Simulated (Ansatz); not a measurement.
```xyz
5

Si   -0.0106    0.0190   -0.0074
F     0.0093   -0.0159    1.5908
F     1.5030   -0.0159   -0.5210
H    -0.7017    1.2160   -0.4962
F    -0.7372   -1.3092   -0.5213
```

Theory: Ansatz 0.2.0, RKS PBE0/def2-SVP.

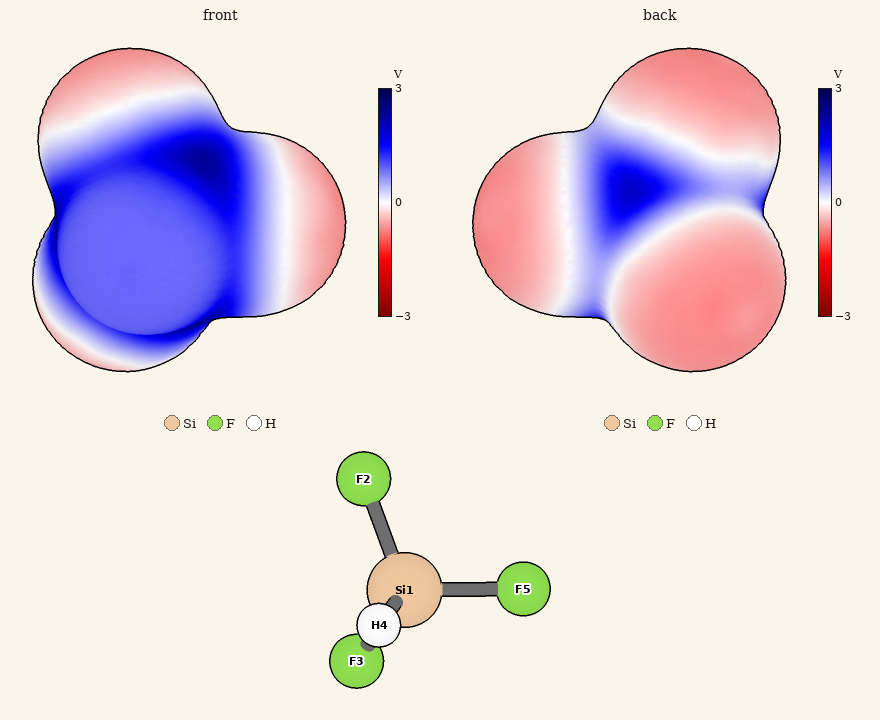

F3HSi. The electrostatic potential painted on the density surface at 0.002 e/bohr³, seen from the front and from behind; red is negative and blue positive. The bare structure is drawn below in the same view.

**Which sites attract a positive test charge, and which a negative one?**

A positive charge is drawn to the negative regions and a negative charge to the positive ones. The most negative region (about −0.7 V) lies over F2, F3 and F5, the most positive (about +2.3 V) over Si1.
